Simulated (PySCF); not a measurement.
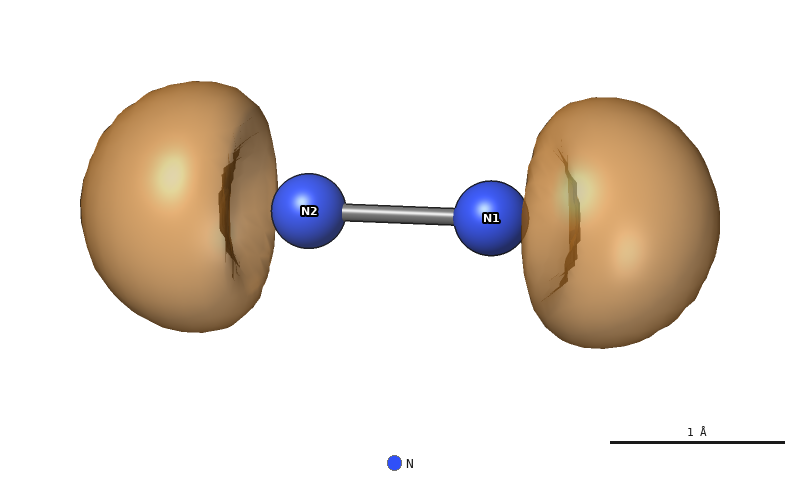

The picture shows: N2. Isosurface of the ELF at 0.9 (orange), seen from one side. Only the valence region is drawn (cores and ρ < 0.01 e/Å³ removed).

Theory: PBE0/def2-TZVP, non-relativistic Hamiltonian with scalar-relativistic core potentials where named, at a bond length of 1.091 Å in PySCF 2.14.0.

```xyz
2

N     0.0000    0.0000   -0.5455
N     0.0000    0.0000    0.5455
```

**Describe the localisation domains.**

At this value the surface marks out two lobes on N, pointing away from the bonds (lone pairs). Profiles from the grid: N–N (1.09 Å): the ELF peaks at about 0.85 between the atoms; a short, multiple covalent bond.
